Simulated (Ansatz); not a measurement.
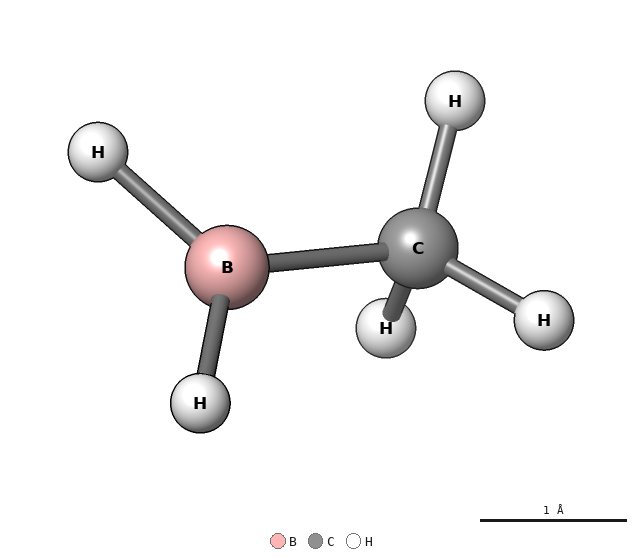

The picture shows the input geometry.

Ansatz 0.2.0 input:

```yaml
crystal:
  periodic: [false, false, false]
  atoms:
    - {symbol: B, position_ang: [0.324237, -0.844291, -0.189234]}
    - {symbol: C, position_ang: [-0.463479, -1.122699, 1.114194]}
    - {symbol: H, position_ang: [1.220539, -0.048528, -0.208738]}
    - {symbol: H, position_ang: [0.099714, -1.465315, -1.189664]}
    - {symbol: H, position_ang: [-1.463378, -1.537265, 0.974058]}
    - {symbol: H, position_ang: [0.125541, -1.919434, 1.603403]}
    - {symbol: H, position_ang: [-0.490244, -0.295909, 1.826322]}
basis:
  gaussian: {orbitals: def2-TZVPP}
hamiltonian: {xc: pbe}
correlation: {method: rpa}
```

It was started with:

```sh
ansatz run in.yaml --threads 4 --pin off --events-out ev --progress --plain --max-ram 9574MiB
```

Output:

```
Functional definition: PBE
  name "PBE"
  cite "Perdew, Burke & Ernzerhof, Phys. Rev. Lett. 77, 3865 (1996) doi:10.1103/PhysRevLett.77.3865"
  parent pbe
  parameter kappa = 0.804
  parameter beta = 0.06672455060314922
  exchange = pbe_x(kappa = kappa, mu = beta*pi^2/3)
  correlation = pbe_c(beta = beta)
750 factors; integrals over basis functions are off by at most 1.0e-3 eV
mean field evaluation 1: about -1783.4964 eV, gradient 5.9e1 eV
mean field evaluation 2: about -1783.4925 eV, gradient 5.9e1 eV
mean field evaluation 4: about -1791.6740 eV, gradient 6.8e0 eV
mean field evaluation 8: about -1791.8050 eV, gradient 7.6e-2 eV
mean field evaluation 16: about -1791.8050 eV, gradient 5.8e-7 eV
mean field -1791.80497735 eV, -65.8476183887 hartree, gradient 5.8e-7 eV, S^2 0.000000; 0 other end points of the search recorded, 0 dependent functions left out
2 core orbitals not correlated: weight in the atoms' cores, before any rotation towards them, 1.000 or more for the frozen orbitals, at most 0.000 for the correlated occupied ones
reference -1781.00234949 eV, -65.4506291370 hartree; 6, 6 occupied and 124, 124 virtual orbitals, 750 factors
Total energy: -1795.48979434 eV, -65.9830329152 hartree
```
